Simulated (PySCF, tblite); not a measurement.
**CH10PSi3 radical: geometry, infrared bands and EPR parameters**

Wanted: the infrared bands and EPR parameters of CH10PSi3 radical (`[SiH3]C([SiH3])[SiH]P`), by calculation.

The runs use tblite 0.8.0 and PySCF 2.14.0, with density-fitted response routines of our own; the level of theory stands in each step. All values are computed, except where a source is named. Atoms are numbered from 0 throughout.

### Step 1. The starting structure

15 atoms, charge 0, multiplicity 2; geometry from: force field or distance geometry start.

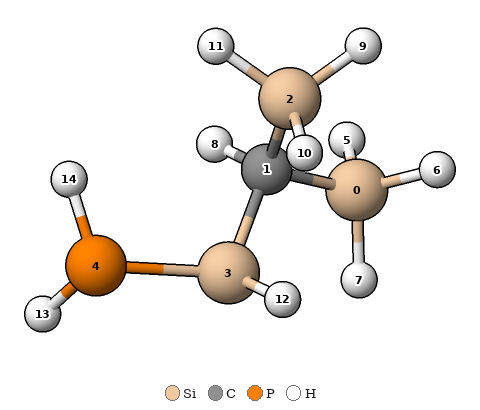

The starting geometry (silicon light orange, carbon grey, phosphorus orange, hydrogen white), atoms numbered; sticks join atoms by distance.

### Step 2. Optimising the geometry with GFN2-xTB

What the job is given:

```
{"job": {"kind": "relax", "xc": "GFN2-xTB", "basis": "xTB"}, "charge": 0, "multiplicity": 2}
Si    -1.972800    -0.510300    -0.751700
C     -0.386500    -0.254900     0.144600
Si    -0.364700     1.262600     1.223800
Si     0.969600    -0.165200    -1.152900
P      2.918500    -0.716400    -0.283100
H     -2.710500    -1.571100    -0.059300
H     -2.810300     0.707300    -0.812900
H     -1.647800    -0.842400    -2.144300
H     -0.161700    -1.187900     0.742600
H     -1.708200     1.722300     1.603900
H      0.311500     2.314600     0.435900
H      0.418300     0.940100     2.429000
H      0.936900     1.150400    -1.742500
H      3.432500    -1.976100    -0.812200
H      2.770700    -0.865100     1.157000
```

On the command line:

```sh
$ OMP_NUM_THREADS=1 python probes_run.py task.json out
```

One launch serves the whole session: the jobs run in the order shown.

**Question.** This job is followed by: GFN2-xTB harmonic vibrations, gas phase; UKS B3LYP, pcH-1 on C H P Si, non-relativistic, mean-field spin-orbit, GIAO. Predict these results of the whole session: strongest single infrared mode (GFN2-xTB); zero-point energy (GFN2-xTB); g(iso) (B3LYP); ⟨S²⟩; largest a(iso) (averaged by class); surface potential, least and greatest.

The runs gave:

| quantity | value |
| --- | --- |
| strongest single infrared mode (GFN2-xTB) | 2253 cm⁻¹, 549 km/mol |
| zero-point energy (GFN2-xTB) | 56.3 kcal/mol |
| g(iso) (B3LYP) | 2.00387 |
| ⟨S²⟩ | 0.752 (exact 0.75) |
| largest a(iso) (averaged by class) | 29Si on Si3, -481.6 MHz |
| surface potential, least and greatest | -0.76 V and 1.13 V |

Over 134 steps the energy fell by 0.939 eV; of the close pairs, P4–H13 changed most, 1.460 to 1.382 Å. No mode is imaginary among the 39: a minimum at this level. The strongest single mode, at 2253 cm⁻¹, moves mainly H5. GFN2-xTB is a fitted tight-binding method: band positions and strengths are rough. Its intensities can rank the bands wrongly. Si3 carries the largest spin population, 0.83 e. The isotropic g lies 1.6 ppt above the free-electron value.
